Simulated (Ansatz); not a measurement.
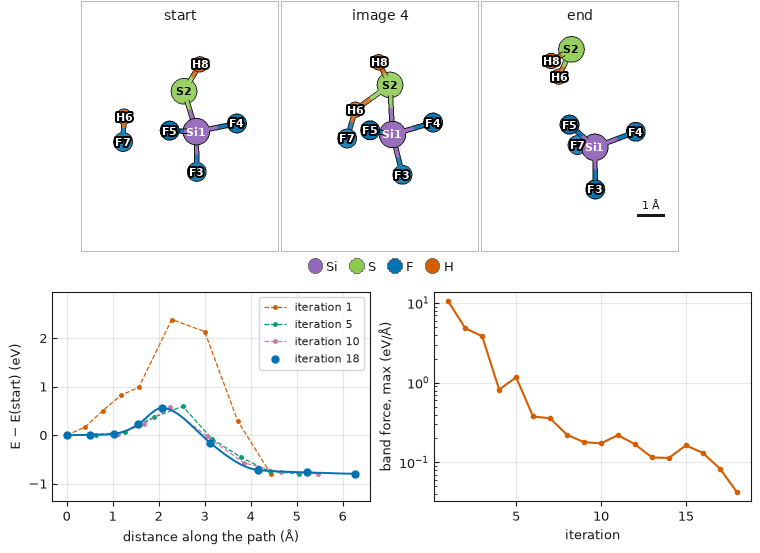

A search for the minimum-energy path of SiH2SF4, made up of SiHSF$_{3}$ and HF by the nudged elastic band. Images are numbered from 0 (start) to 8 (end). The plot follows the band through its iterations. A ball-and-stick model, seen at a tilt.

Theory: RKS BLYP/cc-pVDZ (Ansatz). Run with 7 movable images; climbing image; force threshold 0.05 eV/Å; iteration limit 60; starting path through a guess of the saddle point.

Question: Judge this run.

Answer: The result is final at these settings. The band converged in 18 iterations. The largest component of the band force went from 11 to 0.043 eV/Å. The climbing image converged on the top of the path. Its vibrational analysis gives one imaginary mode (622i cm⁻¹), as a transition state must have. The first iteration put the highest image at 2.38 eV. The energy climbs by 0.56 eV to image 4 and then falls by 1.35 eV, so the end point sits at −0.79 eV.

Limits of the set-up: the start holds two separate molecules, 2.5 Å apart at their closest, whose relative position is a soft coordinate and is computed without a dispersion correction.
